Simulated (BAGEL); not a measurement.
# HF/STO-3G (density fitting with qzvpp-jkfit) run of CH6NPSi (SMILES [H]/N=C\[SiH2]P)

What is the vertical singlet–triplet gap of CH6NPSi at HF/STO-3G (density fitting with qzvpp-jkfit)? 

The results are computed with BAGEL 1.2.2.

**1. The molecule**

The species is CH6NPSi (10 atoms), meant as a singlet with charge 0. SMILES: `[H]/N=C\[SiH2]P`. The coordinates come from a GFN2-xTB relaxation. This is one conformer, not always the lowest.

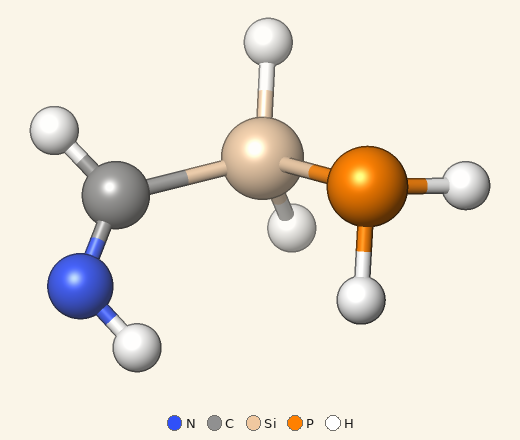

Viewed from a chosen angle; nitrogen blue, carbon grey, silicon light orange, phosphorus orange, hydrogen white.

**2. The energy at HF/STO-3G (density fitting with qzvpp-jkfit)**

Contents of hf.json:

```json
{ "bagel" : [

{
  "title" : "molecule",
  "basis" : "sto-3g",
  "df_basis" : "qzvpp-jkfit",
  "angstrom" : true,
  "geometry" : [
    { "atom" : "N", "xyz" : [   -0.919210,    1.985900,   -0.269080 ] },
    { "atom" : "C", "xyz" : [    0.223840,    1.469950,   -0.344060 ] },
    { "atom" : "Si", "xyz" : [    0.675430,   -0.389930,   -0.411910 ] },
    { "atom" : "P", "xyz" : [   -0.084190,   -1.281790,    1.497390 ] },
    { "atom" : "H", "xyz" : [   -1.697930,    1.325550,   -0.244980 ] },
    { "atom" : "H", "xyz" : [    1.040800,    2.189640,   -0.363240 ] },
    { "atom" : "H", "xyz" : [    2.128820,   -0.547270,   -0.462780 ] },
    { "atom" : "H", "xyz" : [    0.052300,   -0.957390,   -1.615630 ] },
    { "atom" : "H", "xyz" : [    0.003970,   -2.593820,    1.062070 ] },
    { "atom" : "H", "xyz" : [   -1.423830,   -1.200840,    1.152210 ] }
  ]
},
{
  "title" : "hf"
},
{
  "title" : "print",
  "file" : "orbitals.molden",
  "orbitals" : true
}

]}
```

Launch:

```console
$ BAGEL_NUM_THREADS=1 BAGEL hf.json > hf.out
```

Standard output:

```text
* using 1 threads per process

  ===============================================================
  ===============================================================

  *** Geometry ***

  { "atom" : "N", "xyz" : [     -1.737055,      3.752807,     -0.508488 ] },
  { "atom" : "C", "xyz" : [      0.422996,      2.777803,     -0.650179 ] },
  { "atom" : "Si", "xyz" : [      1.276378,     -0.736861,     -0.778397 ] },
  { "atom" : "P", "xyz" : [     -0.159096,     -2.422232,      2.829657 ] },
  { "atom" : "H", "xyz" : [     -3.208623,      2.504926,     -0.462945 ] },
  { "atom" : "H", "xyz" : [      1.966827,      4.137820,     -0.686424 ] },
  { "atom" : "H", "xyz" : [      4.022887,     -1.034190,     -0.874527 ] },
  { "atom" : "H", "xyz" : [      0.098833,     -1.809205,     -3.053098 ] },
  { "atom" : "H", "xyz" : [      0.007502,     -4.901609,      2.007021 ] },
  { "atom" : "H", "xyz" : [     -2.690649,     -2.269259,      2.177361 ] },

  Number of auxiliary basis functions:      516

  Since a DF basis is specified, we compute 2- and 3-index integrals:
    o Being stored without compression. Storage requirement is 0.005 GB

  Number of basis functions:       34
  Number of electrons      :       48

    * METHOD: MOLECULE                             0.33

  *** RHF ***

  === Nuclear Repulsion ===
   199.5020198791

      * DIIS with orbital gradients will be used.

  === RHF iteration (sto-3g) ===
      0       -717.04747786          0.01352984           0.04
      1       -717.09664512          0.00766054           0.04
      2       -717.11387163          0.00105458           0.04
      3       -717.11470670          0.00032533           0.04
      4       -717.11480072          0.00011415           0.04
      5       -717.11481310          0.00001274           0.04
      6       -717.11481325          0.00000292           0.04
      7       -717.11481325          0.00000064           0.04
      8       -717.11481326          0.00000032           0.04
      9       -717.11481326          0.00000014           0.04
     10       -717.11481326          0.00000005           0.04
     11       -717.11481326          0.00000001           0.04
    * SCF iteration converged.

    * Permanent dipole moment:
           (   -0.175944,     0.924538,     0.240982) a.u.

    * METHOD: HF                                   0.64

    * METHOD: PRINT                                0.00

  ===============================================================
```

It took 1.1 s on 1 thread of Arm Neoverse N1, shared host; peak memory 0.084 GiB.

**3. The triplet at the same level**

Contents of calc.json:

```json
{ "bagel" : [

{
  "title" : "molecule",
  "basis" : "sto-3g",
  "df_basis" : "qzvpp-jkfit",
  "angstrom" : true,
  "geometry" : [
    { "atom" : "N", "xyz" : [   -0.919210,    1.985900,   -0.269080 ] },
    { "atom" : "C", "xyz" : [    0.223840,    1.469950,   -0.344060 ] },
    { "atom" : "Si", "xyz" : [    0.675430,   -0.389930,   -0.411910 ] },
    { "atom" : "P", "xyz" : [   -0.084190,   -1.281790,    1.497390 ] },
    { "atom" : "H", "xyz" : [   -1.697930,    1.325550,   -0.244980 ] },
    { "atom" : "H", "xyz" : [    1.040800,    2.189640,   -0.363240 ] },
    { "atom" : "H", "xyz" : [    2.128820,   -0.547270,   -0.462780 ] },
    { "atom" : "H", "xyz" : [    0.052300,   -0.957390,   -1.615630 ] },
    { "atom" : "H", "xyz" : [    0.003970,   -2.593820,    1.062070 ] },
    { "atom" : "H", "xyz" : [   -1.423830,   -1.200840,    1.152210 ] }
  ]
},
{ "title" : "uhf", "nopen" : 2 },
{ "title" : "print", "file" : "orbitals.molden", "orbitals" : true }

]}
```

Launch:

```console
$ BAGEL_NUM_THREADS=1 BAGEL calc.json > calc.out
```

Standard output:

```text
* using 1 threads per process

  ===============================================================
  ===============================================================

  *** Geometry ***

  { "atom" : "N", "xyz" : [     -1.737055,      3.752807,     -0.508488 ] },
  { "atom" : "C", "xyz" : [      0.422996,      2.777803,     -0.650179 ] },
  { "atom" : "Si", "xyz" : [      1.276378,     -0.736861,     -0.778397 ] },
  { "atom" : "P", "xyz" : [     -0.159096,     -2.422232,      2.829657 ] },
  { "atom" : "H", "xyz" : [     -3.208623,      2.504926,     -0.462945 ] },
  { "atom" : "H", "xyz" : [      1.966827,      4.137820,     -0.686424 ] },
  { "atom" : "H", "xyz" : [      4.022887,     -1.034190,     -0.874527 ] },
  { "atom" : "H", "xyz" : [      0.098833,     -1.809205,     -3.053098 ] },
  { "atom" : "H", "xyz" : [      0.007502,     -4.901609,      2.007021 ] },
  { "atom" : "H", "xyz" : [     -2.690649,     -2.269259,      2.177361 ] },

  Number of auxiliary basis functions:      516

  Since a DF basis is specified, we compute 2- and 3-index integrals:
    o Being stored without compression. Storage requirement is 0.005 GB

  Number of basis functions:       34
  Number of electrons      :       48

    * METHOD: MOLECULE                             0.34

  *** Open-shell HF ***

  === Nuclear Repulsion ===
   199.5020198791

      * DIIS with orbital gradients will be used.

  === UHF iteration (sto-3g) ===
      0       -716.71510933          0.02926468           0.08
      1       -716.84555269          0.02648451           0.08
      2       -716.95489936          0.01018220           0.08
      3       -716.97737331          0.00398038           0.08
      4       -716.98540038          0.00193980           0.08
      5       -716.98719093          0.00095949           0.08
      6       -716.98777964          0.00040762           0.08
      7       -716.98790673          0.00025582           0.08
      8       -716.98795681          0.00022230           0.08
      9       -716.98800975          0.00019961           0.08
     10       -716.98811150          0.00015517           0.08
     11       -716.98821840          0.00008645           0.08
     12       -716.98824298          0.00003343           0.08
     13       -716.98824549          0.00001362           0.08
     14       -716.98824577          0.00000454           0.08
     15       -716.98824580          0.00000168           0.08
     16       -716.98824580          0.00000050           0.08
     17       -716.98824580          0.00000018           0.08
     18       -716.98824580          0.00000011           0.08
     19       -716.98824580          0.00000008           0.08
     20       -716.98824580          0.00000005           0.08
     21       -716.98824580          0.00000002           0.08
     22       -716.98824580          0.00000001           0.08
     23       -716.98824580          0.00000001           0.08
    * SCF iteration converged.

    * S^2 (UHF) is 2.0055

    * Permanent dipole moment:
           (    0.248186,     0.408265,     0.227890) a.u.

    * METHOD: UHF                                  2.14

    * METHOD: PRINT                                0.00

  ===============================================================
```

Wall time 2.6 s (1 thread of Arm Neoverse N1, shared host); peak memory 0.084 GiB.

**4. Summary of results**

At HF/STO-3G (density fitting with qzvpp-jkfit):

| quantity | value |
| --- | --- |
| singlet: total energy | -717.11481 Eh |
| singlet: dipole moment | 2.47 D |
| singlet: HOMO energy | -7.59 eV |
| singlet: LUMO energy | 8.14 eV |
| singlet: HOMO–LUMO gap | 15.74 eV |
| triplet: total energy | -716.98825 Eh |
| triplet: dipole moment | 1.35 D |
| triplet: ⟨S²⟩ | 2.006 |
| vertical energy of the triplet above the singlet | 3.444 eV |

In words: At this shape the triplet lies 3.44 eV (332 kJ/mol) above the singlet. In a minimal basis such a difference can be off by several eV, whatever the method.
